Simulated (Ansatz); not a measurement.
Consider C2H5ClSSi.

The calculation's input:

```
crystal:
  periodic: [false, false, false]
  atoms:
    - { symbol: C, position_ang: [-1.374, 0.6664, 0.5009] }
    - { symbol: C, position_ang: [-0.3563, 0.741, -0.3249] }
    - { symbol: Cl, position_ang: [0.0421, 2.2981, -1.0346] }
    - { symbol: Si, position_ang: [0.7441, -0.7551, -0.7284] }
    - { symbol: S, position_ang: [2.2091, -0.9395, 0.7458] }
    - { symbol: H, position_ang: [-1.996, 1.6256, 0.7021] }
    - { symbol: H, position_ang: [-1.7386, -0.2001, 0.9705] }
    - { symbol: H, position_ang: [-0.1374, -1.9673, -0.6489] }
    - { symbol: H, position_ang: [1.2953, -0.6552, -2.0273] }
    - { symbol: H, position_ang: [1.3948, -0.865, 1.8478] }
basis:
  gaussian: { orbitals: def2-SVP }
hamiltonian:
  xc: pbe0
  dispersion: d4
relax:
  f_tol: 0.02
  max_steps: 50
output:
  orbitals: {}
```

Run with:

```sh
ansatz run input.yaml --threads 2 --pin off --max-ram 3072MiB --backend cpu --events-out ev --progress --plain --runs-dir out
```

The fields are those of the relaxed geometry.

All numbers below come from RKS PBE0-D4/def2-SVP in Ansatz.

### Predict the electron density and electron localisation function between the atoms.

C–C (1.34 Å): ρ is about 2.3 e/Å³ halfway; the ELF peaks at about 0.90 between the atoms; a multiple bond.
C–Cl (1.74 Å): the density is about 1.4 e/Å³ at the midpoint; the ELF peaks at about 0.90 between the atoms (a covalent bond).
C–Si (1.88 Å): ρ at the midpoint is about 0.96 e/Å³; the ELF peaks at about 1 between the atoms, as expected for a covalent bond.
C–H (1.09 Å): the density is about 1.9 e/Å³ at the midpoint; the ELF climbs to about 1 towards the hydrogen, as it does in any bond to H (an ordinary covalent bond to hydrogen).

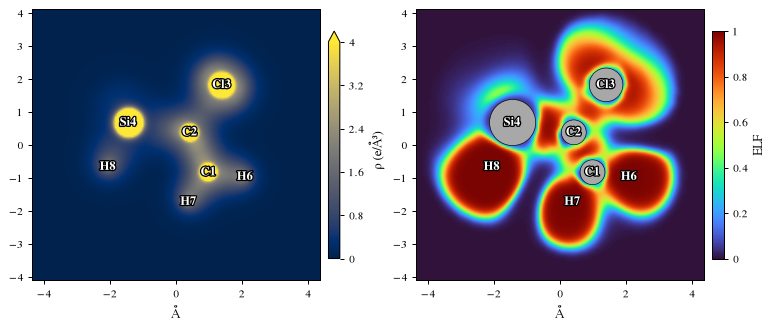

Computed electron density and electron localisation function on the plane of atoms C2, C1 and H7, in this order. Grey discs cover the atomic cores in the ELF map. 
